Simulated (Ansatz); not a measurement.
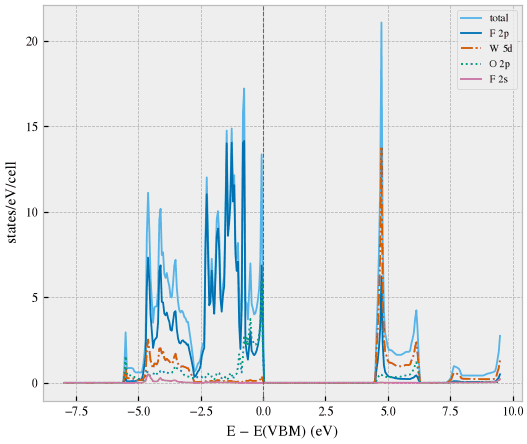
Total and projected density of states of WOF₄ in space group I4 (No. 79; W on 2a, O on 2a, F on 8c), LDA (plane waves, PAW; program Ansatz)

Task: Which orbitals carry the states next to the gap?

Result: Top 1 eV of the valence band: F 2p 58 %, O 2p 39 %. Bottom 1 eV of the conduction band: W 5d 64 %, F 2p 25 %, O 2p 8 %. Projections are on Löwdin-orthogonalised atomic valence shells; empty p or d shells of many metals are not among them.

Task: Where is the tallest occupied peak in this window, and what makes it?

Result: Near -0.8 eV, about 17 states/eV per cell; the largest projected share is F 2p.

The workflow started from a Materials Project entry (that database holds measured and hypothetical structures alike); the Crystallography Open Database copy checked does not list it. Whether it is the stable phase at ambient conditions was not checked. Symmetry was held in the LDA relaxation; whether a distortion lowers the energy is not shown. No spin polarisation was allowed. No Hubbard U is applied. A crystal of weakly bound chains computed without a dispersion correction: the cell and the soft elastic constants depend strongly on that. Spin–orbit coupling is left out wherever it is not named.

Potentials: the later of the program's two PAW sets.
